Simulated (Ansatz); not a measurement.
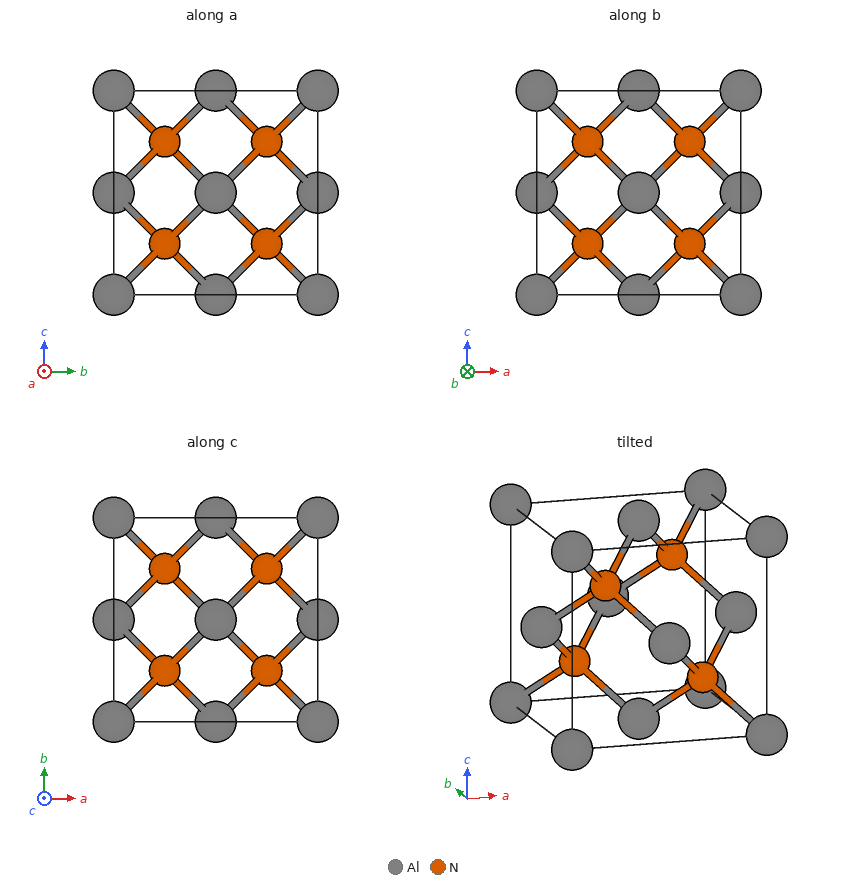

The crystal in a ball-and-stick representation, seen along the a axis, along the b axis, along the c axis and slightly off an axis. The wireframe shows the conventional unit cell.

Lattice parameters: a = 4.381 Å, b = 4.381 Å, c = 4.381 Å, α = 90.00°, β = 90.00°, γ = 90.00°. Put a along x and b in the xy plane.

**Give the structure in the form of a POSCAR file.**

```
Al N
1.0
     4.381    0.000    0.000
     0.000    4.381    0.000
     0.000    0.000    4.381
Al N
4 4
Direct
  0.0000 0.0000 0.0000
  0.0000 0.5000 0.5000
  0.5000 0.0000 0.5000
  0.5000 0.5000 0.0000
  0.2500 0.2500 0.7500
  0.2500 0.7500 0.2500
  0.7500 0.2500 0.2500
  0.7500 0.7500 0.7500
```

Provenance: a structure type filled with these elements by a generator (whether the compound takes this form wasn't checked). Earlier steps of the study, as a rule a relaxation of our own, may have changed the cell and positions, so they can lie some per cent off the listed ones. An electronic-structure calculation with Ansatz was run on it.
